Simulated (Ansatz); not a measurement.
Fields on a plane of HfO2 (baddeleyite type, space group P2_1/c)

```
CELL_PARAMETERS angstrom
      5.16120     0.00000     0.00000
      0.00000     5.21182     0.00000
     -0.89809     0.00000     5.27640
ATOMIC_POSITIONS crystal
  Hf 0.27574 0.04289 0.20837
  Hf 0.72426 0.54289 0.29163
  Hf 0.72426 0.95711 0.79163
  Hf 0.27574 0.45711 0.70837
  O  0.06715 0.32865 0.34844
  O  0.93285 0.82865 0.15156
  O  0.93285 0.67135 0.65156
  O  0.06715 0.17135 0.84844
  O  0.44917 0.75721 0.47664
  O  0.55083 0.25721 0.02336
  O  0.55083 0.24279 0.52336
  O  0.44917 0.74279 0.97664
```

The slice is a (001) plane (indices of the conventional cell) through the point (0.933, 0.829, 0.152) (fractional), spanned by u = [100] and v = [010] in vectors of this cell: u (5.16 Å) and v (5.21 Å, at 90° to u). It covers one period; positions are fractions (u, v).

Atoms on it: O at (0.00, 0.00). Other atoms lie within 1 Å of the plane.

Computed with PBE (plane waves to 420 eV, PAW, scalar-relativistic; Ansatz, an electronic-structure program). k mesh 5×5×5. Inside the PAW spheres the values are not all-electron values, and peaks at nuclei hang on which shells count as valence. HfO2 is run without spin polarisation. HfO2 was relaxed with its symmetry unable to fall. Spin-orbit coupling is left out, though Hf is heavy.

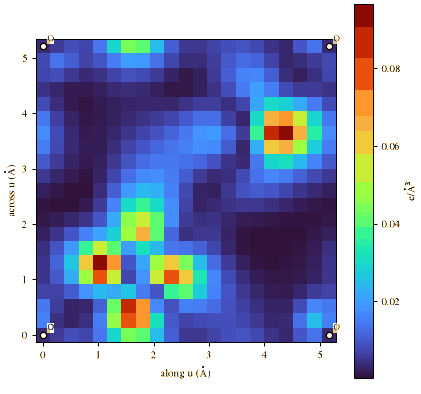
Fig. 1. Density of the lowest conduction band (whole band as if filled, smooth part) in e/Å³, one period of the plane, atoms marked. 

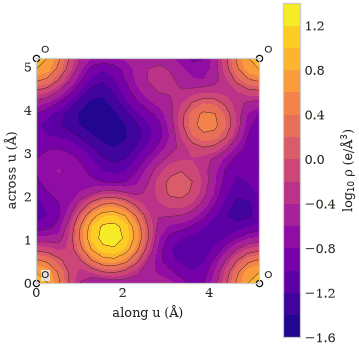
Log₁₀ of the valence density in e/Å³, one period of the plane, atoms marked. The scale is logarithmic, as a density can span decades between atoms and voids.
